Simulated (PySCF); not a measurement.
```yaml
atoms:
  - { symbol: O, position_ang: [-1.7774, 0.9138, -0.0743] }
  - { symbol: C, position_ang: [-0.5737, 0.7479, 0.0992] }
  - { symbol: C, position_ang: [0.4206, 1.7298, -0.3804] }
  - { symbol: Si, position_ang: [0.3303, 1.6606, -2.3098] }
  - { symbol: O, position_ang: [-1.2320, 1.5933, -2.7016] }
  - { symbol: C, position_ang: [-0.0879, -0.4851, 0.7098] }
  - { symbol: C, position_ang: [-0.8700, -1.5082, 1.1866] }
  - { symbol: C, position_ang: [-0.1241, -2.5717, 1.7194] }
  - { symbol: C, position_ang: [1.2181, -2.3526, 1.6419] }
  - { symbol: S, position_ang: [1.5965, -0.8447, 0.9262] }
  - { symbol: H, position_ang: [0.1039, 2.7299, -0.0913] }
  - { symbol: H, position_ang: [1.4192, 1.5414, -0.0015] }
  - { symbol: H, position_ang: [1.0260, 0.4547, -2.7562] }
  - { symbol: H, position_ang: [0.8940, 2.8952, -2.8396] }
  - { symbol: H, position_ang: [-1.8621, 1.4277, -1.9875] }
  - { symbol: H, position_ang: [-1.9438, -1.4716, 1.1467] }
  - { symbol: H, position_ang: [-0.5599, -3.4597, 2.1413] }
  - { symbol: H, position_ang: [2.0135, -2.9947, 1.9660] }
```

Geometry: GFN2-xTB.

The calculation used PBE0/pcSseg-1, SCF density, gas phase, non-relativistic (PySCF).

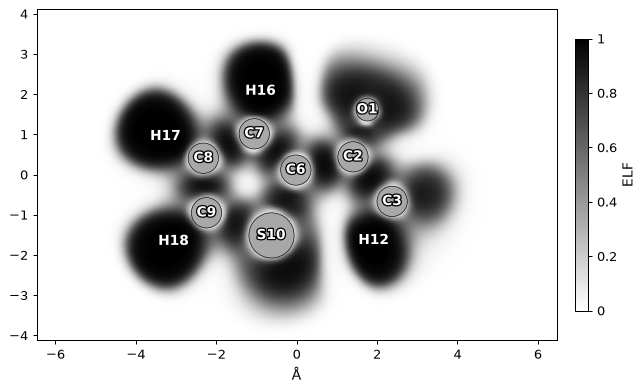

C$_{6}$H$_{8}$O$_{2}$SSi. ELF on the plane of atoms O1, C2 and C6. Grey discs cover the atomic cores.

### Describe what can be read from this map.

- The plane passes through O, C, S and H nuclei.
- C–O (1.23 Å): the ELF peaks at about 0.85 between the atoms; a multiple bond.
- C–C (1.36 Å): the ELF peaks at about 0.95 between the atoms; a covalent bond.
- C–S (1.71 Å): the ELF peaks at about 0.90 between the atoms (localised, covalent bonding).
- C–C (1.40 Å): the ELF peaks at about 0.95 between the atoms; localised, covalent bonding.
- The ELF also peaks beside S10 and O1, away from the bonds: lone-pair regions.
